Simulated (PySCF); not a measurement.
C₉H₁₈Si (SMILES [SiH3]C[C@]12CCC[C@H]1CCC2)

```xyz
28

Si    3.0925    0.0182   -0.3271
C     1.6317   -1.1555   -0.0754
C     0.2852   -0.6171    0.4286
C    -0.7324   -1.7687    0.5921
C    -2.0771   -1.1708    0.1949
C    -1.7076   -0.3071   -1.0083
C    -0.4009    0.3726   -0.5840
C    -0.5985    1.6908    0.1820
C     0.4528    1.6669    1.2848
C     0.4387    0.2082    1.7274
H     3.5902    0.5904    0.9628
H     2.7634    1.1538   -1.2447
H     4.2124   -0.7589   -0.9428
H     1.9901   -1.9429    0.6135
H     1.4780   -1.6628   -1.0453
H    -0.4816   -2.5856   -0.1051
H    -0.7145   -2.1971    1.6071
H    -2.4733   -0.5394    1.0094
H    -2.8454   -1.9278   -0.0247
H    -1.5329   -0.9571   -1.8820
H    -2.4882    0.4154   -1.2948
H     0.2523    0.5499   -1.4527
H    -0.5310    2.5734   -0.4723
H    -1.6039    1.7090    0.6387
H     1.4403    1.9415    0.8758
H     0.2464    2.3712    2.1052
H    -0.4381    0.0395    2.3758
H     1.3250   -0.0874    2.3112
```

Geometry: PBE0-D3(BJ)/def2-SVP.

The calculation used PySCF, PBE0/pcSseg-1, SCF density, gas phase, non-relativistic.

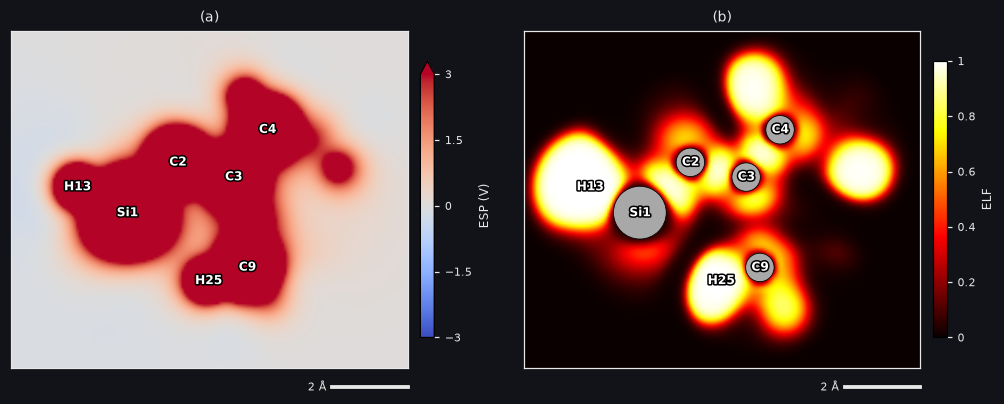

Figure 1. (a) molecular electrostatic potential; (b) ELF on the plane of atoms C2, Si1 and H13. Grey discs cover the atomic cores in the ELF map.

**Read the bonding off the picture.**

Atoms in the plane: Si, C and H.
C–C (1.54 Å): the ELF peaks at about 0.95 between the atoms: a covalent bond.
C–Si (1.89 Å): the ELF peaks at about 0.95 between the atoms, as expected for localised, covalent bonding.
C–H (1.10 Å): the ELF climbs to about 1 towards the hydrogen, as it does in any bond to H: an ordinary covalent bond to hydrogen.
C–C (1.55 Å): the ELF peaks at about 0.95 between the atoms: a shared electron pair.
Si–H (1.50 Å): the ELF climbs to about 1 towards the hydrogen.
The potential has no marked negative region in this plane.

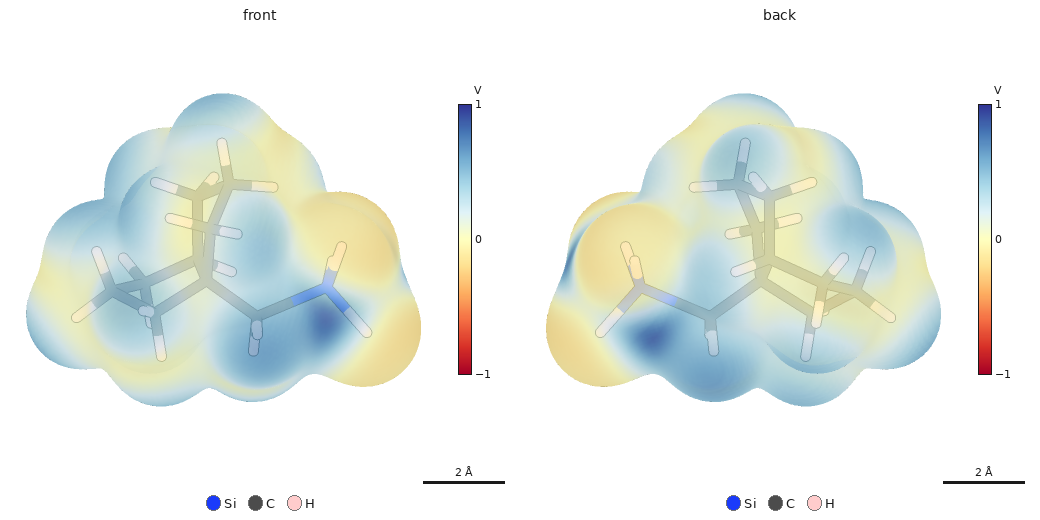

Figure 2. The molecular electrostatic potential painted on the density surface at 0.002 e/bohr³, seen from the front and from behind; red is negative and blue positive.

**Where is the surface potential most negative and most positive?**

The most negative region (about −0.2 V) lies over H11, H12 and H13, the most positive (about +0.8 V) over Si1.

**How polar is the molecule by this calculation?**

Its dipole moment is 0.96 D.
